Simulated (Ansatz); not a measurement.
# AlCl2F (SMILES [F][Al]([Cl])[Cl]): CCSDTQ/STO-3G

What is the electronic atomisation energy of AlCl2F at CCSDTQ/STO-3G? 

The results are computed with Ansatz 0.2.0.

61 further runs of the same task are left out: 5 that didn't finish, 56 set aside as unsound or not needed.

## (1) The system as given

AlCl2F: 4 atoms, total charge 0, spin state singlet. SMILES: `[F][Al]([Cl])[Cl]`. Geometry: relaxed at PBE0-D4/def2-TZVP.

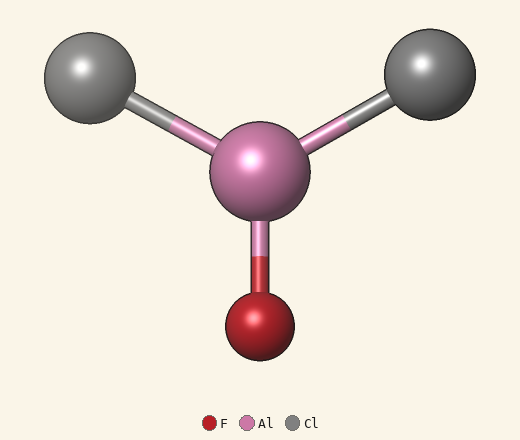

Viewed from a chosen angle; fluorine red, aluminium pink, chlorine grey.

## (2) A single-point energy at CCSDTQ/STO-3G

Contents of in.yaml:

```yaml
crystal:
  periodic: [false, false, false]
  atoms:
    - {symbol: F, position_ang: [0.087420, 0.388220, 1.682350]}
    - {symbol: Al, position_ang: [0.004800, 0.021530, 0.093600]}
    - {symbol: Cl, position_ang: [1.223040, -1.463690, -0.663450]}
    - {symbol: Cl, position_ang: [-1.315270, 1.053930, -1.112510]}
basis:
  gaussian:
    orbitals: STO-3G
correlation:
  method: ccsdtq
  frozen_orbitals: {Al: 5, Cl: 5, F: 1}
accuracy: high
scf:
  omitted_lower_state_checks: [cluster_reference, increment]
```

Run with:

```bash
$ ansatz run in.yaml --threads 1 --pin off --max-ram 3480MiB --events-out events.jsonl --progress --plain --runs-dir runs
```

What it wrote:

```text
Warning: RAYON_NUM_THREADS=1 ignored (pool sized by the plan → 1); use --threads N
Functional definition: HF
  name "HF"
  exchange = exact_x
  correlation = 0
these checks for a lower state are left out or cut short: cluster_reference, increment
603 factors; integrals over basis functions are off by at most 2.8e-8 eV
mean field evaluation 1: about -33914.4348 eV, gradient 2.6e1 eV
mean field evaluation 2: about -33914.4556 eV, gradient 2.6e1 eV
mean field evaluation 4: about -33917.3960 eV, gradient 8.2e-1 eV
mean field evaluation 8: about -33917.3984 eV, gradient 2.6e-2 eV
mean field -33917.39838949 eV, -1246.4414007754 hartree, gradient 6.1e-8 eV, S^2 0.000000; 0 other end points of the search recorded, 0 dependent functions left out
16 core orbitals not correlated: weight in the atoms' cores, before any rotation towards them, 0.999 or more for the frozen orbitals, at most 0.000 for the correlated occupied ones
reference -33917.39838949 eV, -1246.4414007754 hartree; 12, 12 occupied and 4, 4 virtual orbitals, 603 factors
second order -1.29914723 eV of doubles, -0.00000000 eV of singles
cycle   1  -1.38504212 eV  change   -8.6e-2 eV  update   8.2e-2
cycle   2  -1.57062633 eV  change   -1.9e-1 eV  update   4.4e-2
cycle   3  -1.64169635 eV  change   -7.1e-2 eV  update   2.5e-2
cycle   4  -1.66208519 eV  change   -2.0e-2 eV  update   1.2e-2
cycle   5  -1.66646599 eV  change   -4.4e-3 eV  update   6.1e-3
cycle   6  -1.66749048 eV  change   -1.0e-3 eV  update   5.3e-3
cycle   7  -1.66715049 eV  change    3.4e-4 eV  update   8.5e-4
cycle   8  -1.66655320 eV  change    6.0e-4 eV  update   8.7e-4
cycle   9  -1.66632807 eV  change    2.3e-4 eV  update   2.1e-4
cycle  10  -1.66637059 eV  change   -4.3e-5 eV  update   1.2e-4
cycle  11  -1.66644877 eV  change   -7.8e-5 eV  update   4.5e-5
cycle  12  -1.66644003 eV  change    8.7e-6 eV  update   2.8e-5
cycle  13  -1.66643958 eV  change    4.4e-7 eV  update   8.4e-6
cycle  14  -1.66644688 eV  change   -7.3e-6 eV  update   4.8e-6
cycle  15  -1.66644672 eV  change    1.6e-7 eV  update   1.7e-6
cycle  16  -1.66644611 eV  change    6.1e-7 eV  update   7.1e-7
cycle  17  -1.66644600 eV  change    1.1e-7 eV  update   2.4e-7
cycle  18  -1.66644589 eV  change    1.1e-7 eV  update   1.6e-7
cycle  19  -1.66644591 eV  change   -2.6e-8 eV  update   4.1e-8
cycle  20  -1.66644593 eV  change   -1.2e-8 eV  update   2.7e-8
cycle  21  -1.66644592 eV  change    5.1e-9 eV  update   2.8e-8
cycle  22  -1.66644592 eV  change    2.8e-9 eV  update   1.1e-8
cycle  23  -1.66644592 eV  change   -2.0e-9 eV  update   3.6e-9
cycle  24  -1.66644592 eV  change  -4.7e-10 eV  update   1.5e-9
Total energy: -33919.06483541 eV, -1246.5026415334 hartree
Checks for a lower state left out: cluster_reference, increment
```

Wall time 20 s (1 thread of Arm Neoverse V1, shared host); peak memory 0.28 GiB.

## (3) The Al atom, same level

Contents of job.yaml:

```yaml
crystal:
  periodic: [false, false, false]
  atoms:
    - {symbol: Al, position_ang: [0.000000, 0.000000, 0.000000]}
basis:
  gaussian:
    orbitals: STO-3G
magnetization:
  spin_polarized: true
  initial_magnetization: 1
correlation:
  method: ccsdtq
  frozen_orbitals: {Al: 5}
accuracy: high
scf:
  omitted_lower_state_checks: [cluster_reference, increment]
```

Run with:

```bash
$ ansatz run job.yaml --threads 1 --pin off --max-ram 3480MiB --events-out events.jsonl --progress --plain --runs-dir runs
```

What it wrote:

```text
Warning: RAYON_NUM_THREADS=1 ignored (pool sized by the plan → 1); use --threads N
Functional definition: HF
  name "HF"
  exchange = exact_x
  correlation = 0
these checks for a lower state are left out or cut short: cluster_reference, increment
42 factors; integrals over basis functions are off by at most 1.7e-9 eV
mean field evaluation 1: about -6499.6647 eV, gradient 7.7e-1 eV
mean field evaluation 2: about -6499.6653 eV, gradient 7.7e-1 eV
mean field evaluation 4: about -6499.6671 eV, gradient 3.6e-6 eV
mean field evaluation 8: about -6499.6540 eV, gradient 1.9e0 eV
mean field evaluation 16: about -6499.6671 eV, gradient 3.7e-4 eV
mean field -6499.66714747 eV, -238.8583620369 hartree, gradient 5.8e-9 eV, S^2 0.750003; 3 other end points of the search recorded, 0 dependent functions left out
5 core orbitals not correlated: weight in the atoms' cores, before any rotation towards them, 1.000 or more for the frozen orbitals, at most 0.000 for the correlated occupied ones
reference -6499.66714747 eV, -238.8583620369 hartree; 2, 1 occupied and 2, 3 virtual orbitals, 42 factors
second order -0.38566568 eV of doubles, 0.00000000 eV of singles
cycle   1  -0.56085134 eV  change   -1.8e-1 eV  update   4.8e-2
cycle   2  -0.69754957 eV  change   -1.4e-1 eV  update   2.1e-2
cycle   3  -0.69540855 eV  change    2.1e-3 eV  update   3.3e-4
cycle   4  -0.69540370 eV  change    4.8e-6 eV  update   4.8e-6
cycle   5  -0.69543998 eV  change   -3.6e-5 eV  update   5.6e-6
cycle   6  -0.69543956 eV  change    4.2e-7 eV  update   8.5e-8
cycle   7  -0.69543948 eV  change    7.6e-8 eV  update   1.1e-8
cycle   8  -0.69543951 eV  change   -3.2e-8 eV  update   9.3e-9
cycle   9  -0.69543954 eV  change   -2.4e-8 eV  update   4.1e-9
cycle  10  -0.69543954 eV  change   6.6e-10 eV  update  1.2e-10
cycle  11  -0.69543954 eV  change   2.6e-11 eV  update  5.1e-12
Total energy: -6500.36258701 eV, -238.8839189685 hartree
Checks for a lower state left out: cluster_reference, increment
```

Run time: 1.9 s. Hardware: 1 thread of Arm Neoverse V1, shared host.

## (4) The Cl atom

Contents of input.yaml:

```yaml
crystal:
  periodic: [false, false, false]
  atoms:
    - symbol: Cl
      position_ang: [0.000000, 0.000000, 0.000000]
basis:
  gaussian: {orbitals: STO-3G}
magnetization: {spin_polarized: true, initial_magnetization: 1}
correlation: {method: ccsdtq, frozen_orbitals: {Cl: 5}}
accuracy: high
scf: {omitted_lower_state_checks: [cluster_reference, increment]}
```

Run the same way, it converges to -454.54219 Eh (log not shown).

## (5) The F atom at the same level

Contents of in.yaml:

```yaml
crystal:
  periodic: [false, false, false]
  atoms:
    - {symbol: F, position_ang: [0.000000, 0.000000, 0.000000]}
basis:
  gaussian:
    orbitals: STO-3G
magnetization:
  spin_polarized: true
  initial_magnetization: 1
correlation:
  method: ccsdtq
  frozen_orbitals: {F: 1}
accuracy: high
scf:
  omitted_lower_state_checks: [cluster_reference, increment]
```

Run with:

```bash
$ ansatz run in.yaml --threads 1 --pin off --max-ram 3480MiB --events-out events.jsonl --progress --plain --runs-dir runs
```

What it wrote:

```text
Warning: RAYON_NUM_THREADS=1 ignored (pool sized by the plan → 1); use --threads N
Functional definition: HF
  name "HF"
  exchange = exact_x
  correlation = 0
these checks for a lower state are left out or cut short: cluster_reference, increment
15 factors; integrals over basis functions are off by at most 1.2e-9 eV
mean field evaluation 1: about -2666.3486 eV, gradient 1.5e-14 eV
mean field evaluation 2: about -2666.3486 eV, gradient 0.0e0 eV
mean field -2666.34863534 eV, -97.9865050328 hartree, gradient 0.0e0 eV, S^2 0.750000; 2 other end points of the search recorded, 0 dependent functions left out
1 core orbitals not correlated: weight in the atoms' cores, before any rotation towards them, 1.000 or more for the frozen orbitals, at most 0.000 for the correlated occupied ones
reference -2666.34863534 eV, -97.9865050328 hartree; 4, 3 occupied and 0, 1 virtual orbitals, 15 factors
second order 0.00000000 eV of doubles, 0.00000000 eV of singles
cycle   1  0.00000000 eV  change     0.0e0 eV  update    0.0e0
cycle   2  0.00000000 eV  change     0.0e0 eV  update    0.0e0
Total energy: -2666.34863534 eV, -97.9865050328 hartree
Checks for a lower state left out: cluster_reference, increment
```

Run time: 0.64 s. Hardware: 1 thread of Arm Neoverse V1, shared host.

## (6) What came out

Level: CCSDTQ/STO-3G, 16 core orbitals frozen.

```
                                              quantity           value
                                molecule: total energy  -1246.50264 Eh
molecule: correlation energy (16 core orbitals frozen)       -61.2 mEh
                               molecule: T1 diagnostic           0.012
                                 Al atom: total energy   -238.88392 Eh
  Al atom: correlation energy (5 core orbitals frozen)       -25.6 mEh
            Al atom: ⟨S²⟩ of the reference determinant           0.750
                                Al atom: T1 diagnostic           0.000
                                 Cl atom: total energy   -454.54219 Eh
  Cl atom: correlation energy (5 core orbitals frozen)         0.0 mEh
            Cl atom: ⟨S²⟩ of the reference determinant           0.750
                                Cl atom: T1 diagnostic           0.000
                                  F atom: total energy    -97.98651 Eh
    F atom: correlation energy (1 core orbital frozen)         0.0 mEh
             F atom: ⟨S²⟩ of the reference determinant           0.750
                                 F atom: T1 diagnostic           0.000
                         electronic atomisation energy       14.907 eV
```

**Reading.** Taking the molecule apart into free atoms costs 14.91 eV (1438 kJ/mol), before zero-point energy and without spin-orbit coupling. In a minimal basis such a difference can be off by several eV, whatever the method.
